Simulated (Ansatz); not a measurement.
# Geometry relaxation of C$_{3}$H$_{9}$GeN (part 2 of 2)

The same run, continued: C$_{3}$H$_{9}$GeN, SMILES C[CH](C)[Ge][NH2]; RKS PBE-D4/def2-SVP (Ansatz 0.2.0). The geometry: force-field start.

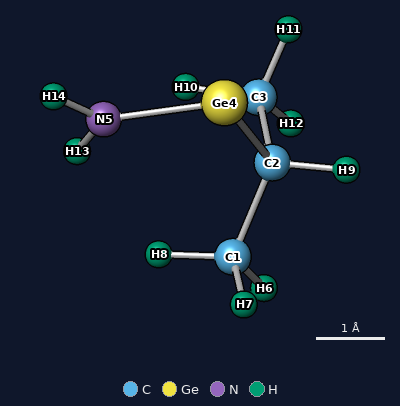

The geometry at step 16 of the log (ball-and-stick view, seen at a tilt; atoms are numbered from 1 in the order of the input).

Trajectory as extended XYZ, continued
```
14
Properties=species:S:1:pos:R:3:forces:R:3 step=9 energy=-61240.90449
C    -1.1606    0.0177    0.9217    0.0024   0.0187  -0.0156
C     0.2656    0.4996    0.6643    0.1206  -0.1630  -0.0334
C     1.2643   -0.6718    0.5864    0.0222   0.0308   0.0048
Ge    0.6660    1.5448   -1.0587   -0.1152   0.0334   0.0093
N    -0.3184    0.4642   -2.1716   -0.0977  -0.0425  -0.1977
H    -1.2209   -0.6117    1.8389    0.0173   0.0108   0.0062
H    -1.8723    0.8572    1.0584   -0.0224   0.0141  -0.0446
H    -1.5444   -0.6185    0.0938   -0.0232   0.0243  -0.0051
H     0.5743    1.1742    1.4951    0.0137  -0.0074  -0.0511
H     0.9655   -1.4063   -0.1952   -0.0080   0.0489   0.0597
H     2.2913   -0.3306    0.3203   -0.0030  -0.0369   0.0497
H     1.3447   -1.2223    1.5506   -0.0020  -0.0015  -0.0008
H    -0.9296   -0.3101   -1.8827    0.0587   0.0414   0.0177
H    -0.3380    0.5842   -3.1924    0.0368   0.0289   0.2009
14
Properties=species:S:1:pos:R:3:forces:R:3 step=10 energy=-61240.90919
C    -1.1402    0.0267    0.8737    0.0536  -0.1165   0.2042
C     0.3002    0.4915    0.6605   -0.0296  -0.0469  -0.0784
C     1.2909   -0.6826    0.6142    0.0124  -0.0074  -0.0739
Ge    0.6167    1.5594   -1.0665    0.0661   0.0429  -0.0084
N    -0.3775    0.4629   -2.1555    0.1657   0.2306   0.0042
H    -1.2326   -0.5932    1.7951   -0.0159   0.0206   0.0156
H    -1.8526    0.8686    0.9773   -0.0241   0.0629  -0.0274
H    -1.5080   -0.6201    0.0483    0.0008   0.0021  -0.0364
H     0.5948    1.1651    1.4970   -0.0325   0.0317  -0.0687
H     1.0150   -1.4001   -0.1889    0.0060  -0.0242   0.0271
H     2.3344   -0.3585    0.4031   -0.0208   0.0280   0.0203
H     1.3196   -1.2470    1.5722   -0.0308  -0.0160   0.0258
H    -0.9664   -0.3086   -1.8313   -0.0483  -0.1287  -0.1158
H    -0.4071    0.6064   -3.1702   -0.1027  -0.0788   0.1119
14
Properties=species:S:1:pos:R:3:forces:R:3 step=11 energy=-61240.91383
C    -1.1416    0.0232    0.8888    0.0273  -0.0749   0.0444
C     0.2984    0.4771    0.6464    0.0959  -0.0130  -0.0358
C     1.2913   -0.6964    0.6262   -0.0386  -0.0007  -0.0141
Ge    0.6146    1.5624   -1.0711   -0.0807   0.0665   0.0244
N    -0.3845    0.4912   -2.1796   -0.0681  -0.2287   0.1322
H    -1.2321   -0.5675    1.8302    0.0054   0.0435  -0.0099
H    -1.8487    0.8744    0.9644   -0.0011   0.0191  -0.0072
H    -1.5171   -0.6413    0.0800    0.0034   0.0072  -0.0178
H     0.5965    1.1738    1.4625   -0.0040  -0.0010  -0.0151
H     1.0162   -1.4309   -0.1618    0.0293  -0.0265   0.0159
H     2.3365   -0.3749    0.4184   -0.0424   0.0133   0.0083
H     1.3099   -1.2422    1.5962   -0.0140  -0.0164  -0.0040
H    -0.8679   -0.3785   -1.8934    0.0938   0.3517  -0.2114
H    -0.4843    0.7003   -3.1785   -0.0064  -0.1402   0.0900
14
Properties=species:S:1:pos:R:3:forces:R:3 step=12 energy=-61240.91852
C    -1.1399    0.0132    0.8964   -0.0090   0.0013  -0.0041
C     0.2950    0.4748    0.6418    0.0357  -0.0142   0.0178
C     1.2904   -0.6971    0.6240   -0.0004   0.0341  -0.0315
Ge    0.6106    1.5697   -1.0694    0.0048  -0.0195   0.0100
N    -0.3733    0.4943   -2.1850   -0.1617  -0.1937  -0.0170
H    -1.2235   -0.5681    1.8437    0.0057   0.0230  -0.0165
H    -1.8499    0.8630    0.9678   -0.0073   0.0028  -0.0001
H    -1.5150   -0.6580    0.0924    0.0027  -0.0084  -0.0027
H     0.5920    1.1757    1.4545    0.0082  -0.0187   0.0129
H     1.0231   -1.4394   -0.1597    0.0045   0.0140   0.0084
H     2.3325   -0.3677    0.4147   -0.0181  -0.0055   0.0088
H     1.3128   -1.2388    1.5964   -0.0150   0.0049  -0.0018
H    -0.9403   -0.3201   -1.8925    0.1952   0.2522  -0.1717
H    -0.4273    0.6691   -3.1962   -0.0454  -0.0721   0.1873
14
Properties=species:S:1:pos:R:3:forces:R:3 step=13 energy=-61240.92226
C    -1.1401    0.0266    0.8951   -0.0118  -0.0005   0.0030
C     0.2981    0.4835    0.6473    0.0283   0.0182  -0.0301
C     1.2813   -0.6944    0.6044    0.0159  -0.0126   0.0228
Ge    0.5813    1.6057   -1.0550   -0.0745  -0.0947  -0.0324
N    -0.3571    0.4777   -2.1656    0.0036   0.0238   0.0084
H    -1.2279   -0.5544    1.8410   -0.0011   0.0118   0.0163
H    -1.8490    0.8778    0.9631   -0.0071   0.0029   0.0057
H    -1.5141   -0.6445    0.0903    0.0116   0.0133   0.0001
H     0.6046    1.1656    1.4728   -0.0130  -0.0105  -0.0099
H     1.0184   -1.4146   -0.2000   -0.0067   0.0082  -0.0162
H     2.3286   -0.3708    0.4193    0.0018   0.0058  -0.0006
H     1.2836   -1.2625    1.5619    0.0024  -0.0065   0.0067
H    -0.8661   -0.3648   -1.8738    0.0230   0.0093   0.0020
H    -0.4544    0.6398   -3.1719    0.0277   0.0315   0.0242
14
Properties=species:S:1:pos:R:3:forces:R:3 step=14 energy=-61240.92344
C    -1.1403    0.0285    0.9126   -0.0066   0.0014   0.0124
C     0.2971    0.4806    0.6506    0.0019  -0.0147  -0.0452
C     1.2795   -0.6976    0.6052    0.0000  -0.0183  -0.0057
Ge    0.5477    1.6032   -1.0515    0.0113   0.0208  -0.0106
N    -0.3566    0.4743   -2.1842    0.0537   0.1026  -0.0237
H    -1.2225   -0.5325    1.8702   -0.0111  -0.0051   0.0323
H    -1.8492    0.8807    0.9687   -0.0047   0.0058   0.0056
H    -1.5182   -0.6568    0.1227    0.0149   0.0069  -0.0252
H     0.6108    1.1658    1.4700   -0.0104   0.0074  -0.0022
H     1.0161   -1.4120   -0.2045    0.0035  -0.0017  -0.0054
H     2.3278   -0.3747    0.4244   -0.0069   0.0098  -0.0032
H     1.2785   -1.2712    1.5593   -0.0002  -0.0057   0.0094
H    -0.8460   -0.3874   -1.9289   -0.0462  -0.1083   0.0421
H    -0.4375    0.6698   -3.1858    0.0008  -0.0008   0.0193
14
Properties=species:S:1:pos:R:3:forces:R:3 step=15 energy=-61240.92422
C    -1.1415    0.0309    0.9114   -0.0069  -0.0037   0.0014
C     0.2966    0.4808    0.6482    0.0152   0.0131  -0.0083
C     1.2778   -0.6983    0.6002   -0.0045  -0.0125   0.0006
Ge    0.5441    1.6128   -1.0486   -0.0212  -0.0205  -0.0096
N    -0.3567    0.4747   -2.1753    0.0350   0.0378  -0.0134
H    -1.2251   -0.5317    1.8685   -0.0042   0.0002   0.0144
H    -1.8490    0.8844    0.9689   -0.0009   0.0019   0.0041
H    -1.5196   -0.6513    0.1186    0.0061   0.0070  -0.0106
H     0.6109    1.1644    1.4689   -0.0042  -0.0012   0.0055
H     1.0150   -1.4101   -0.2120    0.0042  -0.0009  -0.0043
H     2.3261   -0.3746    0.4215   -0.0049   0.0052  -0.0035
H     1.2755   -1.2748    1.5529    0.0000  -0.0014   0.0006
H    -0.8271   -0.3988   -1.9163   -0.0107  -0.0280   0.0226
H    -0.4399    0.6622   -3.1779   -0.0030   0.0034   0.0005
14
Properties=species:S:1:pos:R:3:forces:R:3 step=16 energy=-61240.92458
C    -1.1430    0.0358    0.9150   -0.0073  -0.0074  -0.0042
C     0.2960    0.4828    0.6497    0.0154   0.0155   0.0014
C     1.2739   -0.6983    0.5928   -0.0042  -0.0150   0.0104
Ge    0.5294    1.6238   -1.0435   -0.0382  -0.0338  -0.0129
N    -0.3473    0.4673   -2.1717    0.0181   0.0088   0.0173
H    -1.2273   -0.5273    1.8721   -0.0004   0.0007   0.0043
H    -1.8487    0.8909    0.9741    0.0009   0.0008   0.0034
H    -1.5222   -0.6434    0.1202   -0.0002   0.0075  -0.0007
H     0.6136    1.1614    1.4733    0.0000  -0.0010  -0.0010
H     1.0116   -1.4028   -0.2261    0.0034   0.0014  -0.0004
H     2.3227   -0.3742    0.4186   -0.0011   0.0007  -0.0036
H     1.2686   -1.2831    1.5407    0.0018   0.0026  -0.0074
H    -0.7963   -0.4189   -1.9140    0.0052   0.0091   0.0197
H    -0.4438    0.6567   -3.1722    0.0066   0.0102  -0.0261
14
Properties=species:S:1:pos:R:3:forces:R:3 step=17 energy=-61240.92493
C    -1.1452    0.0414    0.9221   -0.0050  -0.0087  -0.0020
C     0.2944    0.4852    0.6522    0.0104   0.0114   0.0078
C     1.2686   -0.6982    0.5835   -0.0062  -0.0136   0.0111
Ge    0.5056    1.6368   -1.0367   -0.0394  -0.0424  -0.0169
N    -0.3369    0.4588   -2.1698    0.0029  -0.0305   0.0445
H    -1.2282   -0.5226    1.8790    0.0013  -0.0009  -0.0036
H    -1.8485    0.8983    0.9853    0.0020   0.0007   0.0025
H    -1.5280   -0.6338    0.1257   -0.0045   0.0064   0.0050
H     0.6177    1.1583    1.4781    0.0010  -0.0003  -0.0065
H     1.0052   -1.3943   -0.2425    0.0034   0.0040   0.0061
H     2.3177   -0.3740    0.4120    0.0005  -0.0026  -0.0032
H     1.2623   -1.2924    1.5259    0.0017   0.0074  -0.0137
H    -0.7612   -0.4424   -1.9165    0.0299   0.0604   0.0056
H    -0.4363    0.6495   -3.1695    0.0020   0.0089  -0.0366
14
Properties=species:S:1:pos:R:3:forces:R:3 step=18 energy=-61240.92534
C    -1.1486    0.0462    0.9315   -0.0034  -0.0041  -0.0033
C     0.2908    0.4878    0.6543    0.0131   0.0014   0.0080
C     1.2619   -0.6974    0.5738   -0.0068  -0.0073   0.0098
Ge    0.4819    1.6490   -1.0306   -0.0411  -0.0532  -0.0235
N    -0.3193    0.4483   -2.1709   -0.0135  -0.0333   0.0535
H    -1.2273   -0.5234    1.8855    0.0029  -0.0003  -0.0074
H    -1.8487    0.9051    1.0051    0.0028  -0.0004   0.0016
H    -1.5385   -0.6214    0.1321   -0.0046   0.0055   0.0067
H     0.6209    1.1567    1.4811   -0.0005  -0.0020  -0.0080
H     0.9946   -1.3881   -0.2556    0.0019   0.0059   0.0095
H     2.3107   -0.3736    0.3995    0.0008  -0.0039  -0.0023
H     1.2589   -1.2976    1.5124    0.0004   0.0084  -0.0136
H    -0.7242   -0.4632   -1.9198    0.0443   0.0850  -0.0078
H    -0.4259    0.6425   -3.1696    0.0038  -0.0015  -0.0233
14
Properties=species:S:1:pos:R:3:forces:R:3 step=19 energy=-61240.92564
C    -1.1540    0.0536    0.9473   -0.0099  -0.0022  -0.0043
C     0.2847    0.4918    0.6578    0.0123  -0.0095   0.0041
C     1.2509   -0.6963    0.5584   -0.0087   0.0098   0.0052
Ge    0.4419    1.6683   -1.0208   -0.0528  -0.0858  -0.0476
N    -0.3047    0.4392   -2.1716    0.0091  -0.0529   0.0625
H    -1.2240   -0.5285    1.8947    0.0032   0.0036  -0.0130
H    -1.8482    0.9158    1.0422    0.0095  -0.0092  -0.0009
H    -1.5576   -0.5989    0.1421   -0.0005   0.0095   0.0149
H     0.6260    1.1543    1.4853   -0.0023  -0.0049  -0.0113
H     0.9746   -1.3805   -0.2735   -0.0008   0.0060   0.0129
H     2.2986   -0.3739    0.3758   -0.0003  -0.0043  -0.0002
H     1.2556   -1.3036    1.4924   -0.0024   0.0080  -0.0127
H    -0.6600   -0.4960   -1.9273    0.0541   0.1367  -0.0254
H    -0.3966    0.6254   -3.1741   -0.0106  -0.0049   0.0157
14
Properties=species:S:1:pos:R:3:forces:R:3 step=20 energy=-61240.92603
C    -1.1553    0.0542    0.9495   -0.0100  -0.0013  -0.0084
C     0.2830    0.4916    0.6570    0.0291  -0.0085   0.0027
C     1.2488   -0.6966    0.5577   -0.0087   0.0092   0.0047
Ge    0.4373    1.6700   -1.0202   -0.0559  -0.0710  -0.0406
N    -0.2926    0.4354   -2.1747   -0.0052  -0.0110   0.0381
H    -1.2229   -0.5309    1.8952    0.0030   0.0056  -0.0094
H    -1.8479    0.9171    1.0494    0.0079  -0.0082  -0.0010
H    -1.5627   -0.5952    0.1438    0.0017   0.0091   0.0103
H     0.6258    1.1550    1.4830   -0.0019  -0.0050  -0.0045
H     0.9693   -1.3831   -0.2711    0.0008   0.0020   0.0085
H     2.2962   -0.3755    0.3707   -0.0029  -0.0026   0.0000
H     1.2563   -1.3012    1.4932   -0.0023   0.0030  -0.0078
H    -0.6423   -0.5007   -1.9312    0.0338   0.0924  -0.0145
H    -0.4060    0.6305   -3.1735    0.0107  -0.0137   0.0219
14
Properties=species:S:1:pos:R:3:forces:R:3 step=21 energy=-61240.92547 accepted=F
C    -1.1536    0.0581    0.9496   -0.0048  -0.0118   0.0145
C     0.2852    0.4958    0.6575   -0.0009   0.0124  -0.0237
C     1.2456   -0.6949    0.5528    0.0017  -0.0204   0.0046
Ge    0.4136    1.6783   -1.0249    0.0487   0.0795   0.0826
N    -0.2881    0.4350   -2.1754   -0.0233  -0.0480  -0.0029
H    -1.2177   -0.5367    1.8889   -0.0020  -0.0051   0.0038
H    -1.8464    0.9188    1.0630    0.0116   0.0073  -0.0095
H    -1.5652   -0.5827    0.1394   -0.0007   0.0021   0.0019
H     0.6295    1.1523    1.4895   -0.0094   0.0064  -0.0552
H     0.9661   -1.3744   -0.2813    0.0032  -0.0052   0.0013
H     2.2974   -0.3830    0.3757   -0.0132   0.0206  -0.0090
H     1.2429   -1.3067    1.4833   -0.0032  -0.0059   0.0024
H    -0.6150   -0.5011   -1.9127   -0.0142  -0.0357  -0.0304
H    -0.4071    0.6118   -3.1765    0.0066   0.0038   0.0196
14
Properties=species:S:1:pos:R:3:forces:R:3 step=22 energy=-61240.92655
C    -1.1553    0.0547    0.9507   -0.0048  -0.0012   0.0012
C     0.2826    0.4911    0.6548    0.0150   0.0124   0.0049
C     1.2470   -0.6974    0.5554   -0.0035   0.0059  -0.0036
Ge    0.4227    1.6761   -1.0195   -0.0048  -0.0181   0.0009
N    -0.2892    0.4370   -2.1742   -0.0037   0.0088  -0.0148
H    -1.2200   -0.5329    1.8947   -0.0003   0.0016  -0.0008
H    -1.8463    0.9179    1.0557    0.0020  -0.0008  -0.0005
H    -1.5670   -0.5918    0.1452    0.0017   0.0027   0.0006
H     0.6271    1.1552    1.4795   -0.0034  -0.0077   0.0009
H     0.9655   -1.3852   -0.2713    0.0007  -0.0006  -0.0003
H     2.2947   -0.3786    0.3670   -0.0042   0.0017  -0.0019
H     1.2542   -1.3009    1.4913   -0.0019   0.0000   0.0001
H    -0.6296   -0.4989   -1.9257    0.0061  -0.0002  -0.0060
H    -0.3992    0.6243   -3.1746    0.0011  -0.0046   0.0193
14
Properties=species:S:1:pos:R:3:forces:R:3 step=23 energy=-61240.92668
C    -1.1569    0.0581    0.9566   -0.0066  -0.0031   0.0019
C     0.2811    0.4928    0.6571    0.0076   0.0010  -0.0114
C     1.2426   -0.6969    0.5501   -0.0012   0.0031   0.0019
Ge    0.4064    1.6805   -1.0167   -0.0023   0.0111   0.0073
N    -0.2839    0.4338   -2.1758   -0.0022  -0.0283   0.0095
H    -1.2193   -0.5338    1.8980   -0.0006   0.0020   0.0003
H    -1.8454    0.9226    1.0688    0.0031  -0.0013  -0.0013
H    -1.5733   -0.5828    0.1490    0.0035   0.0034   0.0021
H     0.6294    1.1537    1.4827   -0.0017  -0.0025  -0.0082
H     0.9578   -1.3817   -0.2779   -0.0001  -0.0023   0.0004
H     2.2902   -0.3794    0.3595   -0.0031   0.0020  -0.0009
H     1.2514   -1.3037    1.4839   -0.0003  -0.0028   0.0004
H    -0.5971   -0.5128   -1.9305    0.0011   0.0184  -0.0145
H    -0.3956    0.6202   -3.1760    0.0027  -0.0006   0.0125
```

This output came from the following input.

Input file
```yaml
crystal:
  periodic: [false, false, false]
  atoms:
    - {symbol: C, position_ang: [-1.086200, -0.071400, 0.987500]}
    - {symbol: C, position_ang: [0.262500, 0.489500, 0.652200]}
    - {symbol: C, position_ang: [1.217200, -0.660200, 0.449600]}
    - {symbol: Ge, position_ang: [0.294400, 1.623900, -0.954400]}
    - {symbol: N, position_ang: [-0.356700, 0.622000, -2.443700]}
    - {symbol: H, position_ang: [-1.115900, -0.597700, 1.917200]}
    - {symbol: H, position_ang: [-1.806900, 0.828200, 1.114700]}
    - {symbol: H, position_ang: [-1.473500, -0.658700, 0.150700]}
    - {symbol: H, position_ang: [0.619900, 1.140400, 1.540600]}
    - {symbol: H, position_ang: [0.926000, -1.323500, -0.342400]}
    - {symbol: H, position_ang: [2.250900, -0.264500, 0.252400]}
    - {symbol: H, position_ang: [1.336800, -1.253800, 1.412800]}
    - {symbol: H, position_ang: [-1.346200, 0.267200, -2.200200]}
    - {symbol: H, position_ang: [0.264900, -0.170700, -2.508100]}
basis:
  gaussian: {orbitals: def2-SVP}
hamiltonian: {xc: pbe, dispersion: d4}
relax: {f_tol: 0.03, max_steps: 200}
```

Command:
```bash
ansatz run in.yaml --threads 4 --pin off --events-out ev --progress --plain --max-ram 11315MiB
```

Summary

```json
{"quantity": "outcome", "value": "converged"}
{"quantity": "total energy", "value": "−61240.9267 eV"}
{"quantity": "mean-field energy", "value": "−61240.6025 eV"}
{"quantity": "dispersion energy", "value": "−0.3243 eV"}
{"quantity": "SCF solution under orbital rotations", "value": "stable"}
{"quantity": "largest force (length of the vector) at the end", "value": "0.030 eV/Å"}
{"quantity": "dipole moment", "value": "1.55 D"}
{"quantity": "hardware", "value": "4 threads of Arm Neoverse V2, 23 GiB of memory available, shared host"}
{"quantity": "wall time", "value": "36 s (CPU time 2.2 min)"}
{"quantity": "peak memory", "value": "0.2 GiB"}
```
